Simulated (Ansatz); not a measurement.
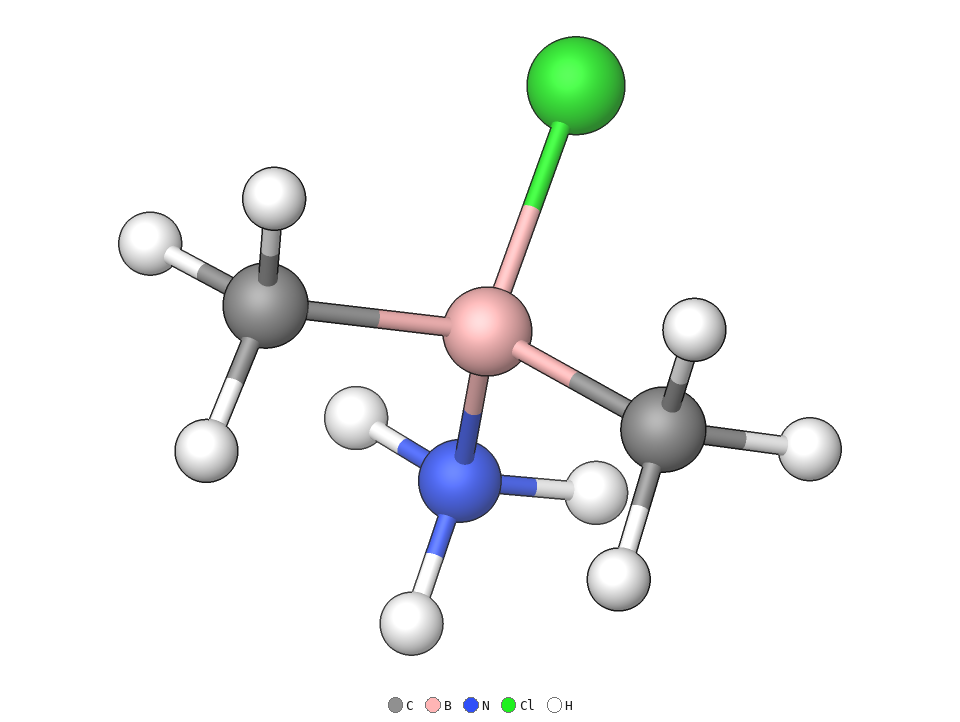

Rendered structure (ball-and-stick style). Every bond is drawn as one stick, whatever its order.

The computed structure is the end point of a PBE0-D4/def2-TZVP optimisation.

**Count the atoms of each element.**

C₂H₉BClN, 14 atoms: 2 carbon, 9 hydrogen, 1 boron, 1 chlorine and 1 nitrogen.

**What is its SMILES?**

C[B-](C)([NH3+])Cl

**How many atoms are distinct by symmetry?**

9: 2 C, 1 B, 1 N, 1 Cl, 2 H, 2 H, 2 H, 1 H, 2 H.

**Does it have rings?**

It has no ring.

**Count the bonded pairs by element.**

6 C–H, 3 N–H, 2 C–B, 1 B–N, 1 B–Cl.

More results for the same structure follow; atom numbers are the same in all pictures, views and colours differ.

Vibrations

Harmonic vibrations computed with RKS PBE0-D4/def2-TZVP (Ansatz 0.2.0) at a stationary point of the same level.

**List the wavenumbers.**

36 modes: 178, 205, 218, 233, 238, 296, 321, 324, 514, 615, 755, 756, 806, 860, 876, 1001, 1070, 1155, 1324, 1333, 1345, 1452, 1465, 1467, 1477, 1638, 1652, 3015, 3019, 3079, 3082, 3115, 3118, 3463, 3579, 3581 cm⁻¹.

Electronic properties

Properties computed with RKS B3LYP-D4/def2-TZVPP (Ansatz 0.2.0).

Predict the main results.

- dipole moment: 5.55 D
- HOMO energy (Kohn–Sham orbital): −7.04 eV
- LUMO energy (Kohn–Sham orbital): −0.44 eV
- HOMO–LUMO gap: 6.60 eV
- dispersion correction: −46.7 kJ/mol

Thermal motion

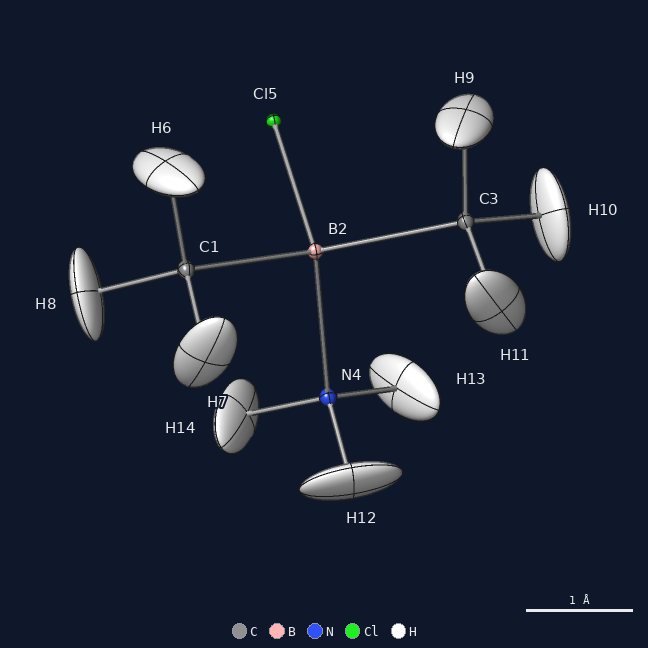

Displacement ellipsoids at the 50 % level, from the internal vibrations of the free molecule (harmonic, no overall translation or rotation; no half-axis is drawn under 0.075 Å). Vibrations computed with RKS PBE0-D4/def2-TZVP (Ansatz 0.2.0). Temperature: 400 K.

**Which atom has the largest mean-square displacement?**

H12, with U_eq = 0.0478 Å².

**Does H13 move more along its bond or across it?**

Across it: the root-mean-square amplitude is 0.086 Å along the bond and up to 0.323 Å across, since bending and torsion are softer than stretching.

Give the displacement parameters, one line for each set of equivalent atoms.

```tsv
atom	U_eq (Å²)	rms amplitudes (Å)
C1, C3	0.0035	0.052, 0.056, 0.069
B2	0.0026	0.050, 0.051, 0.053
N4	0.0033	0.053, 0.054, 0.065
Cl5	0.0012	0.032, 0.033, 0.038
H6, H9	0.0451	0.088, 0.175, 0.312
H7, H11	0.0432	0.094, 0.173, 0.301
H8, H10	0.0418	0.088, 0.174, 0.296
H12	0.0478	0.089, 0.173, 0.325
H13, H14	0.0470	0.084, 0.172, 0.323
```

Charges

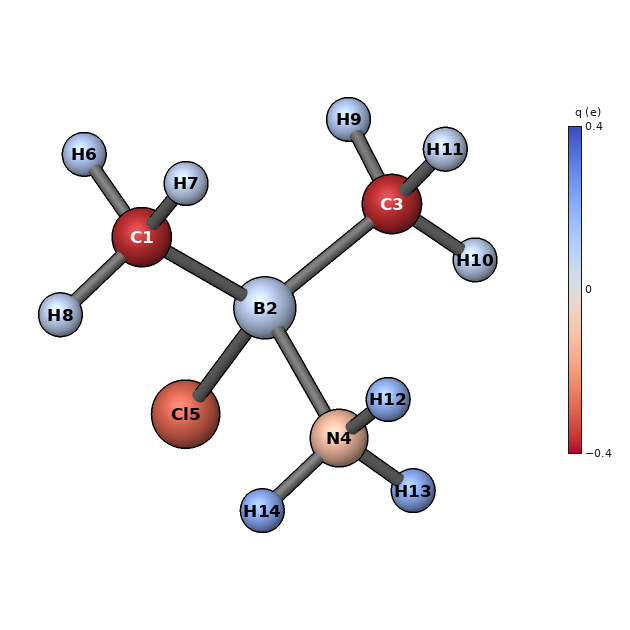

Atoms are coloured by their Mulliken charges. Properties computed with RKS PBE-D4/def2-TZVPP (Ansatz 0.2.0).

Give the Mulliken charges atom by atom.

| atom | value (e) |
| --- | --- |
| C1 | −0.37 |
| B2 | 0.08 |
| C3 | −0.37 |
| N4 | −0.12 |
| Cl5 | −0.29 |
| H6 | 0.10 |
| H7 | 0.07 |
| H8 | 0.08 |
| H9 | 0.10 |
| H10 | 0.08 |
| H11 | 0.07 |
| H12 | 0.17 |
| H13 | 0.19 |
| H14 | 0.19 |

Mulliken values depend strongly on the basis set and can even reverse the polarity of a bond.
